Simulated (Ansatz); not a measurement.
## Electronic structure of ClFGaHNO (SMILES O=[NH+][Ga]([F])[Cl]) (charge +1) in real space

Input file:

```
crystal:
  periodic: [false, false, false]
  atoms:
    - symbol: Cl
      position_ang: [2.371978, -3.885514, 2.740449]
    - symbol: F
      position_ang: [3.356764, -0.781318, 1.097203]
    - symbol: Ga
      position_ang: [2.448489, -1.997757, 1.888998]
    - symbol: N
      position_ang: [0.562127, -0.950566, 1.963256]
    - symbol: O
      position_ang: [-0.428800, -1.401975, 2.441783]
    - symbol: H
      position_ang: [0.452993, 0.018836, 1.568141]
basis:
  gaussian: {orbitals: def2-TZVPD}
total_charge: 1
hamiltonian: {xc: {name: PBE0}}
output: {forces: true, orbitals: {seedname: orbitals}}
```

Run with:

```sh
ansatz run input.yaml --threads 1 --pin off --max-ram 2610MiB --events-out events.jsonl --progress --plain --runs-dir runs
```

Geometry: B3LYP/6-31G*.

The calculation used isolated molecule in a Gaussian basis; Kohn-Sham density functional theory, functional PBE0 (Ansatz 0.2.0).

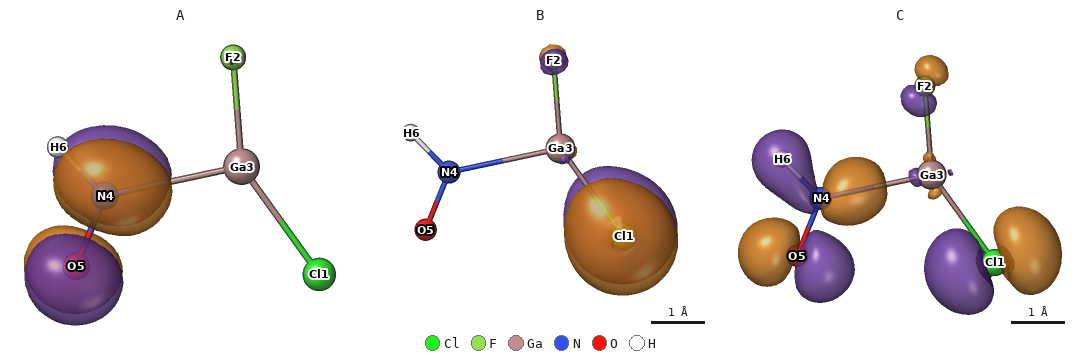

Figure 1. Three frontier orbitals at ±0.15 Å⁻³ᐟ² (orange and purple are the two phases), in no order.

**Which picture is the HOMO−1, the HOMO and the LUMO?**

B is the HOMO−1 (−15.15 eV). By Hirshfeld shares it lies mainly on Cl1 (about 90 %) and Ga3 (about 10 %); it changes sign across the molecular plane (π type). C is the HOMO (−14.83 eV). It lies mainly on O5 (about 35 %), Cl1 (about 35 %) and N4 (about 20 %); it is symmetric in the molecular plane (an in-plane orbital: σ, lone-pair or in-plane π type). A is the LUMO (−10.39 eV). Its weight (Hirshfeld) is mainly on O5 (about 45 %) and N4 (about 45 %); it changes sign across the molecular plane (π type); π-antibonding (a node) across N4–O5.

**What is the HOMO–LUMO gap?**

4.44 eV between the orbital energies.

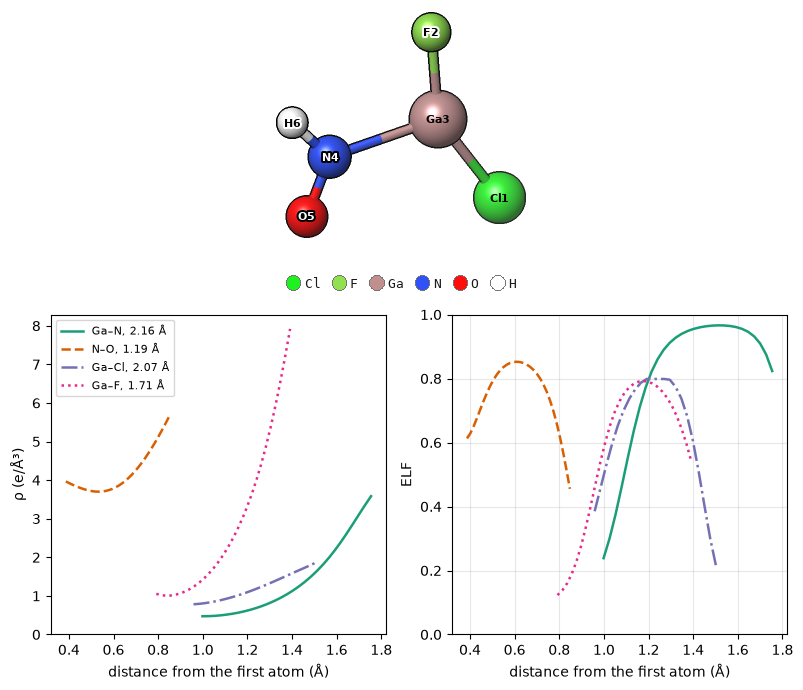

Figure 2. Total electron density and ELF along straight lines between neighbouring atoms. The curves leave out the atomic cores. The structure is drawn too.

**What can be read from the curves?**

Ga–N (2.16 Å): ρ at the midpoint is about 0.5 e/Å³; the ELF peaks at about 0.95 in the valence shell of N, 0.6 Å from its nucleus, and is about 0.45 at the midpoint.
N–O (1.19 Å): ρ is about 3.8 e/Å³ halfway; the ELF peaks at about 0.85 between the atoms; localised, covalent bonding.
Ga–Cl (2.07 Å): ρ is about 0.84 e/Å³ halfway; the ELF peaks at about 0.80 in the valence shell of Cl, 0.9 Å from its nucleus, and is about 0.60 at the midpoint.
Ga–F (1.71 Å): the density is about 1 e/Å³ at the midpoint; the ELF peaks at about 0.80 in the valence shell of F, 0.5 Å from its nucleus, and is about 0.20 at the midpoint.

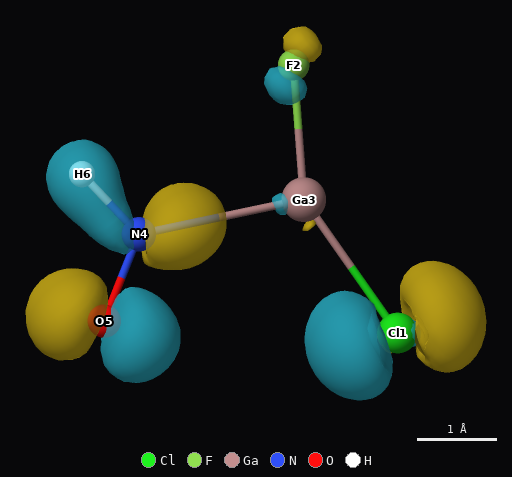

Figure 3. The HOMO at ±0.2 Å⁻³ᐟ² (yellow and cyan are the two phases), seen across its widest extent.

**Where does this orbital lie, and at what energy?**

By Hirshfeld shares it lies mainly on O5 (about 35 %), Cl1 (about 35 %) and N4 (about 20 %); it is symmetric in the molecular plane (an in-plane orbital: σ, lone-pair or in-plane π type). Its energy is −14.83 eV.
